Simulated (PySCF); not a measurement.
# One shape, several levels: C2H6GeO2 (SMILES C1C[O][GeH2][O]1)

Wanted: a comparison of 5 runs (HF/STO-3G, HF/def2-SVP, M06-2X/6-31G, M06-2X/6-31G*, MP2/STO-3G) of C2H6GeO2. The job is set up through a Python script.

The results are computed with PySCF 2.14.0.

### 1 The system as given

C2H6GeO2: 11 atoms, total charge 0, spin state singlet. As SMILES, `C1C[O][GeH2][O]1`. The shape comes from GFN2-xTB, which is rough for such elements, and wasn't checked as a minimum. This is one conformer, not always the lowest.

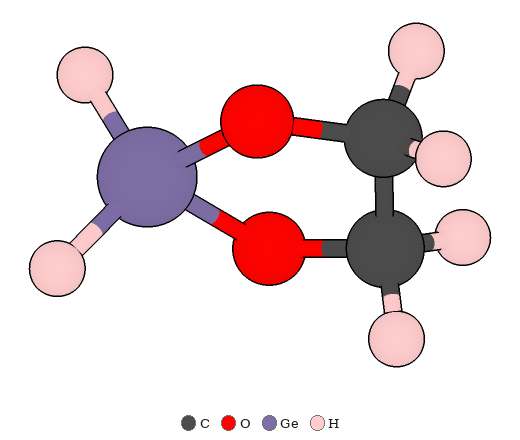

The structure, seen from a chosen angle (carbon dark grey, oxygen red, germanium purple, hydrogen pink).

### 2 Energy and forces at HF/STO-3G (run 1)

Contents of calc.py:

```python
from pyscf import gto

system = gto.Mole()
system.atom = [
    ('C', (-0.321490, 1.046190, 0.430340)),
    ('C', (-0.273010, -0.339960, 1.092210)),
    ('O', (0.532830, -1.190830, 0.301080)),
    ('Ge', (0.542640, -0.644480, -1.388030)),
    ('O', (-0.269740, 0.879330, -0.972980)),
    ('H', (-1.247390, 1.570020, 0.678170)),
    ('H', (0.531320, 1.647550, 0.760010)),
    ('H', (-1.283240, -0.754520, 1.164510)),
    ('H', (0.165210, -0.285830, 2.091030)),
    ('H', (1.969830, -0.500870, -1.841000)),
    ('H', (-0.346980, -1.426590, -2.315340)),
]
system.max_memory = 1860
system.verbose = 4
system.spin = 0
system.charge = 0
system.basis = 'sto-3g'
system.build()

mf = system.RHF()
mf.conv_tol = 1e-10
mf.kernel()
if not mf.converged:
    mf = mf.newton().run(mf.mo_coeff, mf.mo_occ)

energy = mf.e_tot
print('E(%s) = %.9f' % ('HF', energy))
grad = mf.nuc_grad_method().kernel()
mf.analyze()
```

Launch:

```bash
$ OMP_NUM_THREADS=1 python calc.py
```

What it wrote:

```text
PySCF version 2.14.0

[... 77 lines left out ...]
Total Energy =                       -2277.795544648110081
[... 8 lines left out ...]
MO #2   energy= -50.4544159152421  occ= 2
[... 6 lines left out ...]
MO #9   energy= -11.0796348308995  occ= 2
[... 6 lines left out ...]
MO #16  energy= -0.930454189029369 occ= 2
[... 6 lines left out ...]
MO #23  energy= -0.658395415638614 occ= 2
[... 6 lines left out ...]
MO #30  energy= -0.357057538539371 occ= 2
[... 6 lines left out ...]
MO #37  energy= 0.569306797331731  occ= 0
[... 6 lines left out ...]
MO #44  energy= 0.799123200949423  occ= 0
[... 58 lines left out ...]
Dipole moment(X, Y, Z, Debye):  0.25145, -0.30075, -0.63833
```

Run time: 9.6 s. Hardware: 1 thread of Intel Xeon at 2.50GHz (Skylake/Cascade Lake), shared host; peak memory 0.12 GiB.

### 3 Energy and gradient at HF/def2-SVP (run 2)

Contents of input.xyz:

```xyz
11

C     -0.321490     1.046190     0.430340
C     -0.273010    -0.339960     1.092210
O      0.532830    -1.190830     0.301080
Ge     0.542640    -0.644480    -1.388030
O     -0.269740     0.879330    -0.972980
H     -1.247390     1.570020     0.678170
H      0.531320     1.647550     0.760010
H     -1.283240    -0.754520     1.164510
H      0.165210    -0.285830     2.091030
H      1.969830    -0.500870    -1.841000
H     -0.346980    -1.426590    -2.315340
```

Contents of input.py:

```python
# C1C[O][GeH2][O]1
from pyscf import gto

mol = gto.Mole()
mol.atom = 'input.xyz'
mol.max_memory = 1860
mol.verbose = 4
mol.basis = 'def2-svp'
mol.charge = 0
mol.build()

hf = mol.RHF()
hf.conv_tol = 1e-10
hf.kernel()
if not hf.converged:
    hf = hf.newton().run(hf.mo_coeff, hf.mo_occ)

energy = hf.e_tot
print('E(%s) = %.9f' % ('HF', energy))
grad = hf.nuc_grad_method().kernel()
hf.analyze()
```

Launch:

```bash
$ OMP_NUM_THREADS=1 python input.py
```

What it wrote:

```text
PySCF version 2.14.0

[... 84 lines left out ...]
Two-electron Energy =                 1299.932619295130280
[... 16 lines left out ...]
MO #13  energy= -5.19392701782466  occ= 2
[... 14 lines left out ...]
MO #28  energy= -0.564151504893462 occ= 2
[... 14 lines left out ...]
MO #43  energy= 0.362410995050248  occ= 0
[... 14 lines left out ...]
MO #58  energy= 0.85637339126784   occ= 0
[... 14 lines left out ...]
MO #73  energy= 1.54255084721019   occ= 0
[... 14 lines left out ...]
MO #88  energy= 2.12743080799651   occ= 0
[... 14 lines left out ...]
MO #103 energy= 2.98930695008952   occ= 0
[... 14 lines left out ...]
MO #118 energy= 3.82271612210463   occ= 0
[... 132 lines left out ...]
Dipole moment(X, Y, Z, Debye):  0.00511, -0.00876, -0.00573
```

It took 55 s on 1 thread of Intel Xeon at 2.50GHz (Skylake/Cascade Lake), shared host; peak memory 0.3 GiB.

Runs 3 to 4 aren't shown in full; the table further down has their settings and results.

### 4 Energy and forces at MP2/STO-3G (run 5)

Contents of calc.py:

```python
# C1C[O][GeH2][O]1
from pyscf import gto, mp

molecule = gto.M(
    atom='''
C   -0.321490   1.046190   0.430340
C   -0.273010  -0.339960   1.092210
O    0.532830  -1.190830   0.301080
Ge   0.542640  -0.644480  -1.388030
O   -0.269740   0.879330  -0.972980
H   -1.247390   1.570020   0.678170
H    0.531320   1.647550   0.760010
H   -1.283240  -0.754520   1.164510
H    0.165210  -0.285830   2.091030
H    1.969830  -0.500870  -1.841000
H   -0.346980  -1.426590  -2.315340
''',
    basis='sto-3g',
    verbose=3,
    max_memory=1860,
    spin=0,
)

myscf = molecule.RHF()
myscf.conv_tol = 1e-10
myscf.kernel()
if not myscf.converged:
    myscf = myscf.newton().run(myscf.mo_coeff, myscf.mo_occ)

pt = mp.MP2(myscf, frozen=13).run()
e_tot = pt.e_tot
print('E = %.10f Eh' % e_tot)
grad = pt.nuc_grad_method().kernel()
myscf.analyze()
```

Launch:

```bash
$ OMP_NUM_THREADS=1 python calc.py
```

What it wrote:

```text
converged SCF energy = -2277.79554464811
[... 13 lines left out ...]
MO #2   energy= -50.4544159152421  occ= 2
[... 5 lines left out ...]
MO #8   energy= -11.0799524544474  occ= 2
[... 5 lines left out ...]
MO #14  energy= -1.28470072902367  occ= 2
[... 5 lines left out ...]
MO #20  energy= -0.716006980593325 occ= 2
[... 5 lines left out ...]
MO #26  energy= -0.521214437816669 occ= 2
[... 5 lines left out ...]
MO #32  energy= -0.321954088286075 occ= 2
[... 5 lines left out ...]
MO #38  energy= 0.610697836322945  occ= 0
[... 5 lines left out ...]
MO #44  energy= 0.799123200949423  occ= 0
[... 12 lines left out ...]
Dipole moment(X, Y, Z, Debye):  0.25145, -0.30075, -0.63833
```

Wall time 14 s (1 thread of Intel Xeon at 2.50GHz (Skylake/Cascade Lake), shared host); peak memory 0.17 GiB.

### 5 All runs side by side

```tsv
run	level	integration grid	frozen core orbitals	energy (Eh)	dipole moment (D) of the reference	HOMO energy (eV)	LUMO energy (eV)	wall time
1	HF/STO-3G	–	–	-2277.795545	0.75	-8.60	10.13	9.6 s
2	HF/def2-SVP	–	–	-2303.895241	0.01	-11.62	3.73	55 s
3	M06-2X/6-31G	5	–	-2306.761679	0.09	-9.10	0.88	1.8 min
4	M06-2X/6-31G* (spherical functions)	5	–	-2306.889776	0.08	-9.01	0.98	2.7 min
5	MP2/STO-3G	–	13	-2278.002332	0.75	-8.60	10.13	14 s
```

### 6 Results

```
                                           quantity           value
                                run 5: total energy  -2278.00233 Eh
        run 5: dipole moment (Hartree–Fock density)          0.75 D
         run 5: HOMO energy (Hartree–Fock orbitals)        -8.60 eV
         run 5: LUMO energy (Hartree–Fock orbitals)        10.13 eV
       run 5: HOMO–LUMO gap (Hartree–Fock orbitals)        18.73 eV
run 5: correlation energy (13 core orbitals frozen)      -206.8 mEh
                    run 5: largest force on an atom      2.880 eV/Å
```

**Reading.** Over runs 1, 2, 3, 4 the dipole moment (its size) runs from 0.01 D (HF/def2-SVP) to 0.75 D (HF/STO-3G). Over runs 1, 2, 3, 4 the HOMO–LUMO gap runs from 9.98 eV (M06-2X/6-31G) to 18.73 eV (HF/STO-3G). The two ends differ in method and basis. In runs 1, 5 the basis is minimal, so the values are rough. All runs together took 5.8 min, the longest 2.7 min.
